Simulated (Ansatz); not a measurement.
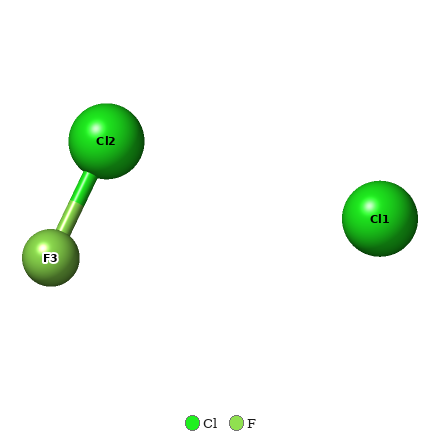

The system is Cl⁻ + ClF; the picture shows the reference structure. 
- First axis: distance Cl1–Cl2. Second axis: distance Cl2–F3.
- Nothing is relaxed (the angle Cl1–Cl2–F3 is fixed at 100 degrees).
- The scan uses a 12 × 12 grid.
- Points are written as (first, second).
- Energies: eV, counted from the lowest grid point.
- Energies and slopes of some neighbouring points disagree (a jump in structure or state, or too coarse a mesh). The reference is spin-restricted, so regions where a bond is pulled apart into radicals lie too high.
- Level of theory: RKS CAM-B3LYP-D4/def2-TZVPD in Ansatz 0.2.0.

Its coordinates:

```tsv
atom	x (Å)	y (Å)	z (Å)
Cl	-3.6320	0.0000	0.0000
Cl	0.0000	0.0000	0.0000
F	0.2891	1.6397	0.0000
```

Range: distance Cl1–Cl2 from 1.632 to 3.632 Å; distance Cl2–F3 from 1.296 to 3.296 Å.

What landscape does the calculation give?

The lowest grid point is at (3.632 Å, 1.665 Å). It lies on the edge of the grid, but the force there points inwards, so the minimum lies inside the range. Other grid points that lie below all their neighbours: (2.001 Å, 2.837 Å) (0.31 eV higher). The highest grid point, (1.632 Å, 1.296 Å), lies 13.49 eV above the lowest.

```tsv
distance Cl2–F3 ↓, distance Cl1–Cl2 →	1.632	1.721	1.850	2.001	2.169	2.350	2.542	2.743	2.954	3.173	3.399	3.632
3.296	2.80	1.52	0.59	0.33	0.56	1.00	1.49	1.97	2.40	2.76	3.04	3.25
3.063	2.78	1.50	0.57	0.31	0.53	0.96	1.44	1.91	2.31	2.64	2.90	3.08
2.837	2.77	1.49	0.57	0.31	0.52	0.93	1.39	1.83	2.19	2.48	2.68	2.83
2.618	2.81	1.54	0.61	0.35	0.54	0.93	1.35	1.72	2.02	2.23	2.38	2.49
2.407	2.95	1.68	0.76	0.48	0.66	0.99	1.32	1.58	1.76	1.88	1.98	2.05
2.206	3.27	2.01	1.10	0.81	0.94	1.16	1.30	1.37	1.40	1.44	1.49	1.54
2.014	3.94	2.68	1.76	1.46	1.50	1.43	1.23	1.05	0.95	0.92	0.93	0.96
1.833	5.10	3.85	2.93	2.61	2.29	1.61	1.01	0.65	0.46	0.39	0.37	0.38
1.665	6.87	5.63	4.71	4.17	2.75	1.55	0.80	0.38	0.15	0.05	0.01	0.00
1.514	9.09	7.82	6.59	4.85	3.13	1.90	1.12	0.67	0.42	0.30	0.25	0.24
1.385	11.42	9.93	8.09	6.09	4.37	3.14	2.35	1.89	1.63	1.50	1.44	1.42
1.296	13.49	11.85	9.86	7.87	6.18	4.95	4.16	3.69	3.43	3.30	3.23	3.21
```

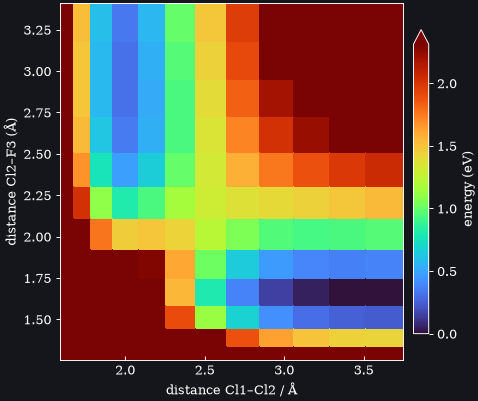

In the figure: one coloured cell a grid point, one colour for all values above the top of the scale.

The whole map (144 points run) took 25 min on 1 thread of Arm Neoverse N1, on a shared host.
